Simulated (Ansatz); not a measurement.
# MoS2: S vacancy, part 2 of 2

A defect calculation: S vacancy in MoS2, supercell of 42 sites, in the charges 0, -1.

Ansatz 0.2.0; DFT PBE+D3(BJ), scalar-relativistic, plane waves, PAW. The steps go on from the part before.

## (8) Relaxing the defect, charge -1

The start is the relaxed geometry of the nearest charge, nudged a little.

input.yaml reads:

```yaml
crystal:
  lattice:
    - [6.2983394522, -5.4545219672, 0.0]
    - [-7.8729243152, -2.7272609836, 0.0]
    - [0.0, 0.0, -12.0898516375]
  atoms:
    - { symbol: Mo, position: [0.3332578443, 0.6665050442, 0.750219318] }
    - { symbol: Mo, position: [0.9048228185, 0.523642527, 0.7494649218] }
    - { symbol: Mo, position: [0.476122966, 0.3809408477, 0.7494673233] }
    - { symbol: Mo, position: [0.0475870397, 0.2380081623, 0.7495002398] }
    - { symbol: Mo, position: [0.618832376, 0.0949412286, 0.7494601015] }
    - { symbol: Mo, position: [0.1904482531, 0.952173317, 0.7494957228] }
    - { symbol: Mo, position: [0.7617519617, 0.809333317, 0.7494995485] }
    - { symbol: Mo, position: [0.5188782759, 0.6176404212, 0.2474612691], spin: 0.333 }
    - { symbol: Mo, position: [0.1034814201, 0.4821536042, 0.2474821158], spin: 0.333 }
    - { symbol: Mo, position: [0.6667259861, 0.3332414558, 0.2526666146] }
    - { symbol: Mo, position: [0.2393386267, 0.192801725, 0.2505841745] }
    - { symbol: Mo, position: [0.8071511186, 0.0462265876, 0.2505533613] }
    - { symbol: Mo, position: [0.377539536, 0.8980781517, 0.2478407811], spin: 0.333 }
    - { symbol: Mo, position: [0.9537206702, 0.7606037576, 0.2506114512] }
    - { symbol: S, position: [0.914146511, 0.5264506164, 0.3801129856] }
    - { symbol: S, position: [0.4734568945, 0.3873726946, 0.3801471638] }
    - { symbol: S, position: [0.0515955327, 0.2441213152, 0.3789195224] }
    - { symbol: S, position: [0.6125715997, 0.0858281092, 0.3800968931] }
    - { symbol: S, position: [0.1927402157, 0.948345939, 0.3790000536] }
    - { symbol: S, position: [0.7558524584, 0.8072231891, 0.3789832803] }
    - { symbol: S, position: [0.5240133041, 0.618814798, 0.8793279929] }
    - { symbol: S, position: [0.0947884116, 0.4757334105, 0.879321622] }
    - { symbol: S, position: [0.6665864791, 0.3331679968, 0.8789326368] }
    - { symbol: S, position: [0.2380620691, 0.190283438, 0.8790419313] }
    - { symbol: S, position: [0.8094695733, 0.0475189969, 0.8790477746] }
    - { symbol: S, position: [0.3809703861, 0.9049681406, 0.8793265177] }
    - { symbol: S, position: [0.9522507758, 0.7617139808, 0.8790390796] }
    - { symbol: S, position: [0.3333502712, 0.666532534, 0.1182939277] }
    - { symbol: S, position: [0.9048925507, 0.520876182, 0.1216725849] }
    - { symbol: S, position: [0.4790730173, 0.3838265052, 0.1217323182] }
    - { symbol: S, position: [0.046985555, 0.2397321188, 0.12093379] }
    - { symbol: S, position: [0.6161752027, 0.0950443867, 0.1217243779] }
    - { symbol: S, position: [0.1930368324, 0.9529449888, 0.1209993623] }
    - { symbol: S, position: [0.7601841577, 0.806878044, 0.1210125561] }
    - { symbol: S, position: [0.5231551394, 0.6191733792, 0.6201641103] }
    - { symbol: S, position: [0.0960245487, 0.4766072953, 0.6201619936] }
    - { symbol: S, position: [0.6665842296, 0.3331774524, 0.6198831366] }
    - { symbol: S, position: [0.2380409568, 0.1903419522, 0.6199539611] }
    - { symbol: S, position: [0.8094226841, 0.0474471861, 0.6199418306] }
    - { symbol: S, position: [0.3806084118, 0.9037396562, 0.6201550655] }
    - { symbol: S, position: [0.9523193186, 0.7617281072, 0.6199546613] }
  host:
    lattice:
      - [3.1491697261, 0.0, 0.0]
      - [-1.574584863, 2.7272609836, 0.0]
      - [0.0, 0.0, 12.0898516375]
    atoms:
      - { symbol: Mo, position: [0.3333333333, 0.6666666667, 0.25] }
      - { symbol: Mo, position: [0.6666666667, 0.3333333333, 0.75] }
      - { symbol: S, position: [0.3333333333, 0.6666666667, 0.6204901679] }
      - { symbol: S, position: [0.6666666667, 0.3333333333, 0.1204901679] }
      - { symbol: S, position: [0.3333333333, 0.6666666667, 0.8795098321] }
      - { symbol: S, position: [0.6666666667, 0.3333333333, 0.3795098321] }
total_charge: -1
basis:
  ecutwfc: 420
  xc_grid: 2
kpoints:
  mp_grid: { grid: [2, 2, 2], shift: [0.0, 0.0, 0.0] }
hamiltonian:
  xc: pbe
  dispersion: d3bj
scf:
  occupations: { method: gaussian, width: 0.01 }
output:
  forces: true
  stress: false
  eigenvalues: true
  populations: true
  charged_corrections:
    defect_position: [0.33333333, 0.66666667, 0.37950983]
    epsilon: [[15.731, 0.0, 0.0], [0.0, 15.731, 0.0], [0.0, 0.0, 7.2138]]
  write_density: true
  write_potential: true
  elf: true
  volumetric_format: npy
magnetization:
  spin_polarized: true
relax:
  adjacent_minimum: "off"
  f_tol: 0.025
  max_steps: 60
```

The run is started by

```bash
ansatz run input.yaml --threads 8 --pin off --max-ram 22528MiB --backend cpu --events-out ev --progress --plain --runs-dir out
```

Standard output, shortened:

```text
Warning: RAYON_NUM_THREADS=8 ignored (pool sized by the plan → 8); use --threads N
[...]
Pseudopotentials: kind: paw
Pseudopotential: Mo, paw, valence charge 14, recommended cutoff 420 eV (normal), Mo.paw.azcp
Pseudopotential: S, paw, valence charge 6, recommended cutoff 420 eV (normal), S.paw.azcp
Functional definition: PBE
[...]
Crystal: 41 atoms, lattice volume = 726.845 Å³
[...]
Starting moments: Σ|m| = 0.999 μB on 3 of 41 sites; this step starts from the density that it was given
[...]
spin=Collinear: Resta preconditioning applied to the charge; magnetization (m = ρ↑ − ρ↓) channel mixes plain (no charge-response kernel on spin).
[...]
SCF iter   6: F=—  HF=-93779.591447 eV  |F-HF|=—  |Δ(HF+E_count)|=   3.47e-5  Δρ=3.44e-5 (↑2.91e-5 ↓3.44e-5)  dr2=1.18e-5  dr2_m=4.37e-6  M=1.000 μB ∫|m|=1.245 μB  β_m=0.81  ethr=1.17e-7  ⟨swp⟩=2.0  Hψ=4611  notcnv=0  defer=557
```

## (9) The output, continued: S vacancy (site f), charge -1, atoms relaxed at the host's cell

The log, continued, shortened:

```text
SCF iter   7: F=—  HF=-93779.591474 eV  |F-HF|=—  |Δ(HF+E_count)|=   2.72e-5  Δρ=2.01e-5 (↑1.51e-5 ↓2.01e-5)  dr2=1.18e-5  dr2_m=1.17e-6  M=1.000 μB ∫|m|=1.247 μB  β_m=0.91  ethr=3.29e-9  ⟨swp⟩=2.9  Hψ=6247  notcnv=0  defer=557
[...]
relax step   2: F+E_penalty+E_count = -93779.59147807 eV  Δ(F+E_penalty+E_count) = -1.592e-2 eV  max|allowed force component| = 2.898e-1 eV/Å  Δτ_max = 0.0494 Å  (10 SCF iters, dr2 threshold 7.60e-6 eV, accepted)
[...]
  F Makov-Payne    = -93779.471265  (F + E_corr1; no measured alignment; for a localised charge, not one spread in a band: unchecked)
  no potential alignment in this run, which stands beside a crystal: run the host's input off ansatz write-host-input, and read the two finished runs by ansatz place-levels (neither reads a slab, a wire or a sheet, whose cell leaves a vacuum)
--- Band table (eV; the first three rows and the last of 16) ---
```

## (10) The log goes on: S vacancy (site f), charge -1, atoms relaxed at the host's cell

The log, continued, shortened:

```text
[...]
--- Relaxed structure (8 steps of the walk, 7 accepted, 0 SCFs on fresh bases) ---
  F+E_penalty+E_count = -93779.60287140 eV   max|allowed force component| = 1.744e-2 eV/Å
  atoms:
    - { symbol: Mo, position: [0.3332282901749831, 0.6665061486605179, 0.7501413967643165] }
    - { symbol: Mo, position: [0.9048145489236366, 0.5237192060084522, 0.74945570698649] }
[...]
     2     Mo     13.7073     0.0056
     3     Mo     13.7076     0.0036
     4     Mo     13.7072     0.0036
     5     Mo     13.7076     0.0049
     6     Mo     13.7073     0.0027
     7     Mo     13.7555     0.4421
     8     Mo     13.7387     0.0235
     9     Mo     13.7273     0.0012
    10     Mo     13.7195     0.0081
    11     Mo     13.7112    -0.0220
    12     Mo     13.7531     0.3543
    13     Mo     13.7193     0.0020
    14      S      6.1115     0.0131
    15      S      6.1079     0.0091
```

## (11) The log goes on: S vacancy (site f), charge -1, atoms relaxed at the host's cell

The log, continued:

```text
    16      S      6.1117     0.0097
    17      S      6.1105     0.0083
    18      S      6.1050     0.0135
    19      S      6.1102     0.0092
    20      S      6.0597     0.0005
    21      S      6.0591     0.0009
    22      S      6.0612     0.0014
    23      S      6.0607     0.0010
    24      S      6.0593     0.0005
    25      S      6.0593     0.0004
    26      S      6.0608     0.0012
    27      S      6.0765    -0.0103
    28      S      6.0777     0.0137
    29      S      6.0746     0.0032
    30      S      6.0930     0.0171
    31      S      6.0915     0.0179
    32      S      6.0796     0.0005
    33      S      6.1017     0.0151
    34      S      6.0602     0.0018
    35      S      6.0609     0.0022
    36      S      6.0592     0.0007
    37      S      6.0566     0.0015
    38      S      6.0589     0.0011
    39      S      6.0603     0.0018
    40      S      6.0560     0.0012
  spilling = 0.007911 (of n_electrons = 359.000000)
```

Wall time 7.3 min (8 threads of Arm Neoverse V1, shared host); peak memory 6.8 GiB.

Relaxation path:

```csv
step,energy from step 1 (eV/cell),largest force component (eV/Å)
1,0.0000,0.3486
2,-0.0159,0.2898
3,-0.0248,0.1157
4,-0.0251,0.0974
5x,-0.0131,0.1915
6,-0.0259,0.1041
7,-0.0273,0.0175
8,-0.0273,0.0174
```

Step 1 is the start. Step 8 solves the same geometry again. 1 step was tried and not accepted (marked x).

Largest move: S30, 0.04 Å.

The cell's moment is 1.00 μB; within the atoms' spheres the largest parts sit on Mo8 (0.31), Mo13 (0.25).

The maps below use the cell's axes, with the origin moved to put the defect at the centre.

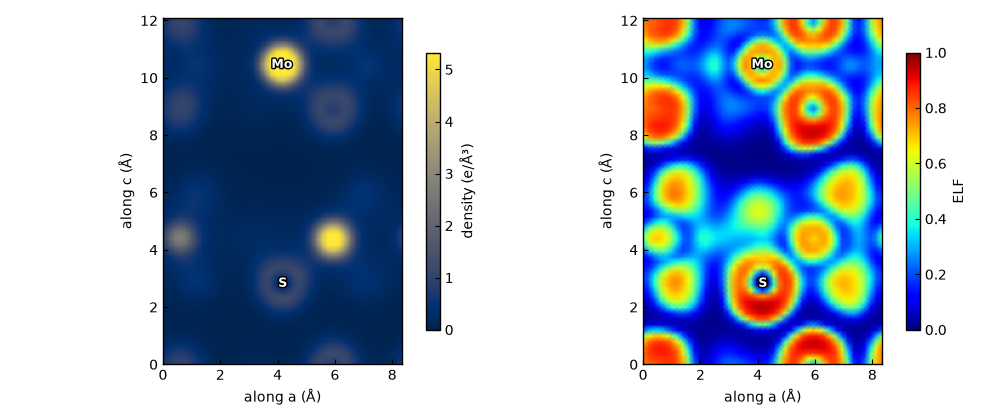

Density (left) and ELF (right) in a lattice plane of the grid's cell (edges 8.33 and 12.09 Å, at 0.500 of the third edge), which holds Mo and S. Only atoms in the plane are labelled; the density scale stops at 5.33 e/Å³. Both are smooth fields of the valence electrons: close to the nuclei they are not physical.

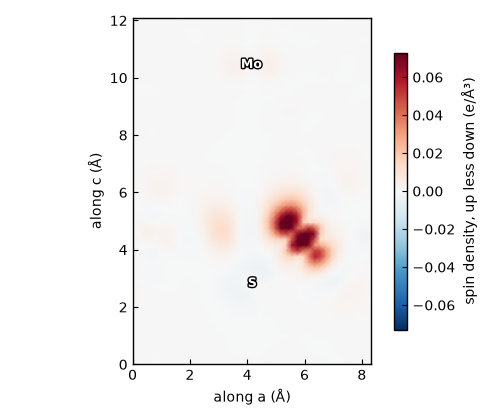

Spin density in a lattice plane of the grid's cell (edges 8.33 and 12.09 Å, at 0.500 of the third edge), which holds Mo and S.

Maxima of ELF outside the ion cores: 0.96 beside S, off the lines to its neighbours, 0.9 Å from S; 0.87 on the S–Mo line, 0.8 Å from S; 0.86 in the shell around S, 0.8 Å from S.

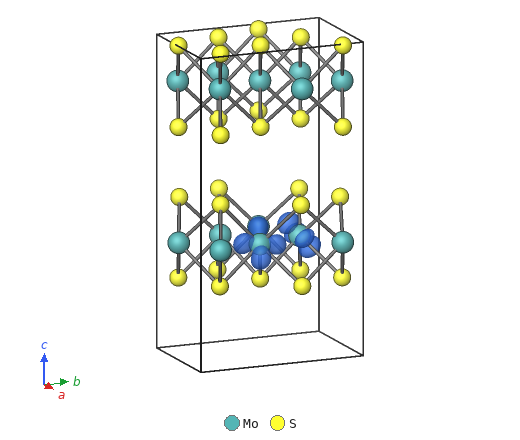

Surfaces of spin density at ±0.082 e/Å³ (blue: more up, orange: more down), with the defect at the middle of the cell.

## (12) Charge -1 again, with another moment

From the relaxed positions the run starts again with a total moment of 3 μB; the lower of the two states is kept.

input.yaml reads:

```yaml
crystal:
  lattice:
    - [6.2983394522, -5.4545219672, 0.0]
    - [-7.8729243152, -2.7272609836, 0.0]
    - [0.0, 0.0, -12.0898516375]
  atoms:
    - { symbol: Mo, position: [0.3332282902, 0.6665061487, 0.7501413968] }
    - { symbol: Mo, position: [0.9048145489, 0.523719206, 0.749455707] }
    - { symbol: Mo, position: [0.4760870295, 0.3809442792, 0.7494400076] }
    - { symbol: Mo, position: [0.0475910775, 0.2380090573, 0.7494009782] }
    - { symbol: Mo, position: [0.6187342899, 0.094919999, 0.7493993147] }
    - { symbol: Mo, position: [0.1903372087, 0.9521427228, 0.7494976828] }
    - { symbol: Mo, position: [0.7616666516, 0.8092799608, 0.7494049143] }
    - { symbol: Mo, position: [0.5198158384, 0.6149288312, 0.245985256], spin: 1.0 }
    - { symbol: Mo, position: [0.1042699588, 0.4846084124, 0.249697927], spin: 1.0 }
    - { symbol: Mo, position: [0.6672273715, 0.3327847109, 0.2523728105] }
    - { symbol: Mo, position: [0.2394403842, 0.191815389, 0.2506936189] }
    - { symbol: Mo, position: [0.808454466, 0.0470681032, 0.2514474496] }
    - { symbol: Mo, position: [0.3742251565, 0.8992688732, 0.2468743243], spin: 1.0 }
    - { symbol: Mo, position: [0.9534903924, 0.7613237037, 0.2502667484] }
    - { symbol: S, position: [0.9142191872, 0.5278109163, 0.3806362979] }
    - { symbol: S, position: [0.4736155181, 0.3858300106, 0.3805247755] }
    - { symbol: S, position: [0.0534685445, 0.2456762639, 0.3794700431] }
    - { symbol: S, position: [0.6101278356, 0.084447996, 0.3793531874] }
    - { symbol: S, position: [0.1903394079, 0.9472118627, 0.380002838] }
    - { symbol: S, position: [0.7535045322, 0.8046953067, 0.3783535616] }
    - { symbol: S, position: [0.5239472934, 0.6187946057, 0.8794519077] }
    - { symbol: S, position: [0.0948341137, 0.4758012176, 0.8794236313] }
    - { symbol: S, position: [0.6666440806, 0.3331665746, 0.8790964519] }
    - { symbol: S, position: [0.2379680741, 0.1903510948, 0.8791392424] }
    - { symbol: S, position: [0.8094546451, 0.0475510019, 0.879093637] }
    - { symbol: S, position: [0.3809045971, 0.9049212113, 0.8794214024] }
    - { symbol: S, position: [0.9521028342, 0.7616556668, 0.8792085194] }
    - { symbol: S, position: [0.3348897271, 0.6674788315, 0.1187243347] }
    - { symbol: S, position: [0.9061193407, 0.5211314119, 0.122196947] }
    - { symbol: S, position: [0.4790851609, 0.3797503558, 0.1205688892] }
    - { symbol: S, position: [0.0476895108, 0.2412223608, 0.122275044] }
    - { symbol: S, position: [0.6186797771, 0.0952425721, 0.1221655444] }
    - { symbol: S, position: [0.1908217564, 0.9538057604, 0.1197429429] }
    - { symbol: S, position: [0.7623959652, 0.8098400685, 0.1207642688] }
    - { symbol: S, position: [0.5231594531, 0.6190688442, 0.6198240929] }
    - { symbol: S, position: [0.0959435185, 0.4766184702, 0.6199163729] }
    - { symbol: S, position: [0.6665626032, 0.3331832408, 0.6197031966] }
    - { symbol: S, position: [0.2380828666, 0.1903723276, 0.6197533331] }
    - { symbol: S, position: [0.8092947037, 0.0473760171, 0.6196713801] }
    - { symbol: S, position: [0.3804781751, 0.9038161316, 0.6198682268] }
    - { symbol: S, position: [0.9523000934, 0.7617430413, 0.6197598684] }
  host:
    lattice:
      - [3.1491697261, 0.0, 0.0]
      - [-1.574584863, 2.7272609836, 0.0]
      - [0.0, 0.0, 12.0898516375]
    atoms:
      - { symbol: Mo, position: [0.3333333333, 0.6666666667, 0.25] }
      - { symbol: Mo, position: [0.6666666667, 0.3333333333, 0.75] }
      - { symbol: S, position: [0.3333333333, 0.6666666667, 0.6204901679] }
      - { symbol: S, position: [0.6666666667, 0.3333333333, 0.1204901679] }
      - { symbol: S, position: [0.3333333333, 0.6666666667, 0.8795098321] }
      - { symbol: S, position: [0.6666666667, 0.3333333333, 0.3795098321] }
total_charge: -1
basis:
  ecutwfc: 420
  xc_grid: 2
kpoints:
  mp_grid: { grid: [2, 2, 2], shift: [0.0, 0.0, 0.0] }
hamiltonian:
  xc: pbe
  dispersion: d3bj
scf:
  occupations: { method: gaussian, width: 0.01 }
output:
  forces: true
  stress: false
  eigenvalues: true
  populations: true
  charged_corrections:
    defect_position: [0.33333333, 0.66666667, 0.37950983]
    epsilon: [[15.731, 0.0, 0.0], [0.0, 15.731, 0.0], [0.0, 0.0, 7.2138]]
  write_density: true
  write_potential: true
  elf: true
  volumetric_format: npy
magnetization:
  spin_polarized: true
relax:
  adjacent_minimum: "off"
  f_tol: 0.025
  max_steps: 60
```

The run is started by

```bash
ansatz run input.yaml --threads 8 --pin off --max-ram 22528MiB --backend cpu --events-out ev --progress --plain --runs-dir out
```

Standard output, shortened:

```text
Warning: RAYON_NUM_THREADS=8 ignored (pool sized by the plan → 8); use --threads N
[...]
Pseudopotentials: kind: paw
Pseudopotential: Mo, paw, valence charge 14, recommended cutoff 420 eV (normal), Mo.paw.azcp
Pseudopotential: S, paw, valence charge 6, recommended cutoff 420 eV (normal), S.paw.azcp
Functional definition: PBE
[...]
Crystal: 41 atoms, lattice volume = 726.845 Å³
[...]
spin=Collinear: Resta preconditioning applied to the charge; magnetization (m = ρ↑ − ρ↓) channel mixes plain (no charge-response kernel on spin).
[...]
relax step   1: F+E_penalty+E_count = -93779.60287124 eV  Δ(F+E_penalty+E_count) = +0.000e0 eV  max|allowed force component| = 1.740e-2 eV/Å  Δτ_max = 0.0000 Å  (27 SCF iters, dr2 threshold 1.56e-5 eV, accepted)
[...]
relax step   2: F+E_penalty+E_count = -93779.60287141 eV  Δ(F+E_penalty+E_count) = -1.669e-7 eV  max|allowed force component| = 1.744e-2 eV/Å  Δτ_max = 0.0000 Å  (4 SCF iters, accepted)
```

## (13) The output, continued: S vacancy (site f), charge -1, atoms relaxed at the host's cell, started again with a moment of 3 muB

The log, continued, shortened:

```text
[...]
SCF converged after 4 iterations
Magnetization: 1.0000 μB (180.0000 up, 179.0000 down)
Absolute magnetization: 1.2409 μB (∫|ρ↑−ρ↓|, with the PAW one-centre terms)
Spin contamination: 0.0172 ħ² per cell (⟨S²⟩ above its minimum at these occupations)
[...]
Free energy (F): -93779.602871 eV
[...]
E sigma→0 (E₀):  -93779.602871 eV
Fermi energy:    11.933655 eV
[...]
--- Forces (eV/Å), atoms counted from 1 ---
[...]
  F Makov-Payne    = -93779.471265  (F + E_corr1; no measured alignment; for a localised charge, not one spread in a band: unchecked)
  no potential alignment in this run, which stands beside a crystal: run the host's input off ansatz write-host-input, and read the two finished runs by ansatz place-levels (neither reads a slab, a wire or a sheet, whose cell leaves a vacuum)
--- Band table (eV; the first three rows and the last of 16) ---
[...]
```

## (14) More of the same log: S vacancy (site f), charge -1, atoms relaxed at the host's cell, started again with a moment of 3 muB

The log, continued, shortened:

```text
[...]
--- Relaxed structure (2 steps of the walk, 2 accepted, 0 SCFs on fresh bases) ---
  F+E_penalty+E_count = -93779.60287141 eV   max|allowed force component| = 1.744e-2 eV/Å
  atoms:
    - { symbol: Mo, position: [0.33322829019999994, 0.6665061487000001, 0.7501413968] }
    - { symbol: Mo, position: [0.9048145489, 0.523719206, 0.7494557070000001] }
    - { symbol: Mo, position: [0.4760870294999999, 0.38094427920000007, 0.7494400076] }
[...]
    28      S      6.0777     0.0137
    29      S      6.0746     0.0032
    30      S      6.0930     0.0171
    31      S      6.0915     0.0179
    32      S      6.0796     0.0005
    33      S      6.1017     0.0151
    34      S      6.0602     0.0018
    35      S      6.0608     0.0022
    36      S      6.0592     0.0007
    37      S      6.0566     0.0015
    38      S      6.0589     0.0011
    39      S      6.0603     0.0018
    40      S      6.0560     0.0012
  spilling = 0.007911 (of n_electrons = 359.000000)
```

Wall time 2.4 min (8 threads of Arm Neoverse V1, shared host); peak memory 6.9 GiB.

Step by step:

```csv
step,energy from step 1 (eV/cell),largest force component (eV/Å)
1,0.0000,0.0174
2,0.0000,0.0174
```

Step 1 is the start. Step 2 solves the same geometry again.

The cell's moment is 1.00 μB; within the atoms' spheres the largest parts sit on Mo8 (0.31), Mo13 (0.25).

The maps below use the cell's axes, with the origin moved to put the defect at the centre.

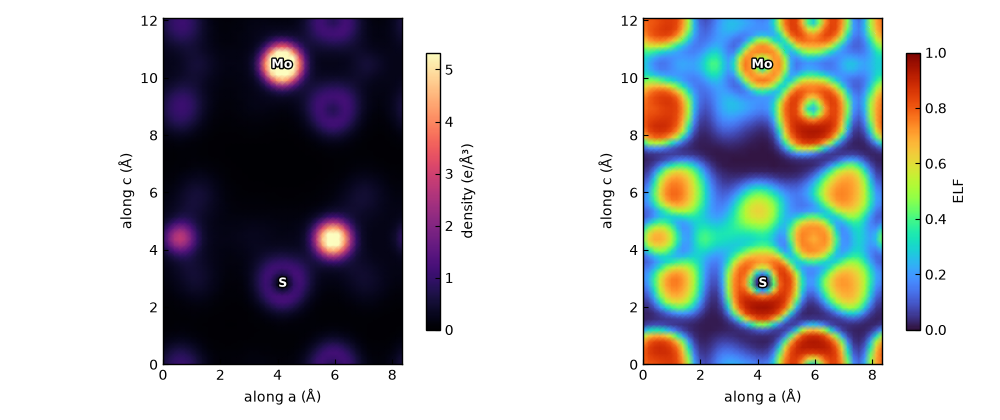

Density (left) and ELF (right) in a lattice plane of the grid's cell (edges 8.33 and 12.09 Å, at 0.500 of the third edge), which holds Mo and S. Only atoms in the plane are labelled; the density scale stops at 5.33 e/Å³. Both are smooth fields of the valence electrons: close to the nuclei they are not physical.

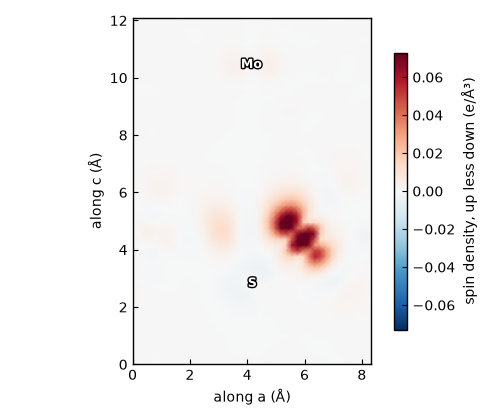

Spin density in a lattice plane of the grid's cell (edges 8.33 and 12.09 Å, at 0.500 of the third edge), which holds Mo and S.

Maxima of ELF outside the ion cores: 0.96 beside S, off the lines to its neighbours, 0.9 Å from S; 0.87 on the S–Mo line, 0.8 Å from S; 0.86 in the shell around S, 0.8 Å from S.

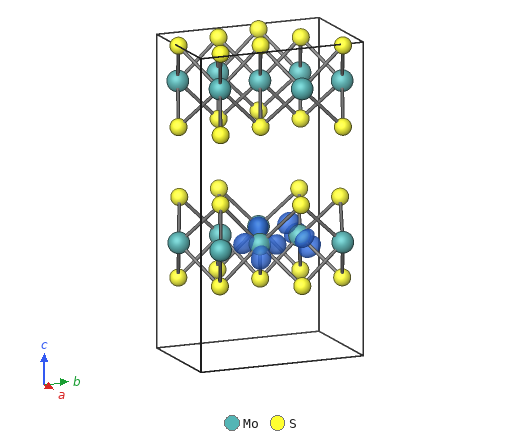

Surfaces of spin density at ±0.082 e/Å³ (blue: more up, orange: more down), with the defect at the middle of the cell.

Both starts end within 3 meV of each other, with 1.00 and 1.00 μB.

## (15) Energies of the defect

| charge | E(defect cell) - E(host) (eV) | image and alignment correction (eV) | over the neutral state, Fermi level at the valence top (eV) | formation energy (eV) | moment over the host's (μB) | largest move (Å) | neighbours |
| --- | --- | --- | --- | --- | --- | --- | --- |
| 0 | 905.317 | -0.001 | -0.001 | 3.06 | 0.00 | 0.07 | 3 Mo at 2.38 Å |
| -1 | 917.058 | 0.479 | 0.747 | 3.81 | 1.00 | 0.08 | 1 Mo at 2.35 Å, 1 Mo at 2.40 Å, 1 Mo at 2.42 Å |

Atoms are taken from and returned to the elements' standard states: S -902.256 eV an atom at this level. Charged cells are corrected for image charges with the static dielectric tensor and aligned with the host's potential at far atoms (ansatz place-levels); the valence top of the host lies at 11.472 eV on the runs' scale, and no band-filling term is added.

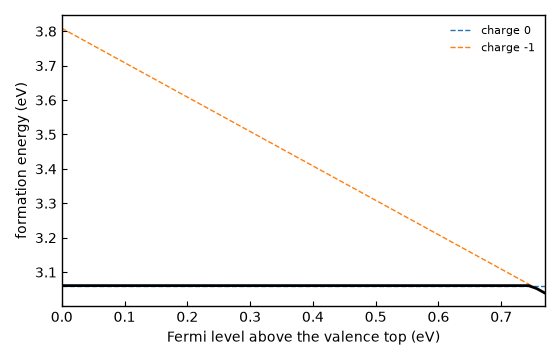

Energy of each charge state across the host's gap; the heavy line is the lowest.

## (16) Summary of results

The summary covers parts 1 to 2.

| quantity | value |
| --- | --- |
| formation energy, neutral | 3.06 eV |
| nearest atoms after relaxation, one image of each, neutral | 3 Mo at 2.38 Å |
| level (0/-1) above the valence top | 0.75 eV |

**Reading.** Forming the neutral defect takes 3.06 eV with the elements as reservoirs. That is the S-rich limit, where a vacancy costs most; where S is scarce it costs less. Spin polarisation was off in the neutral run, so a moment could not show there. Among the charges computed the stable one is 0 at the valence top, changing to -1 at 0.75 eV, in a gap of 0.77 eV. The alignment term, up to 0.35 eV here, is marked as doubtful by the program in a cell of this size. Levels are placed in the host's Kohn-Sham gap, which is usually too small at this level and squeezes them. With 42 host sites the defect feels its images, so energies are good to tenths of an eV at best. Other minima may exist.
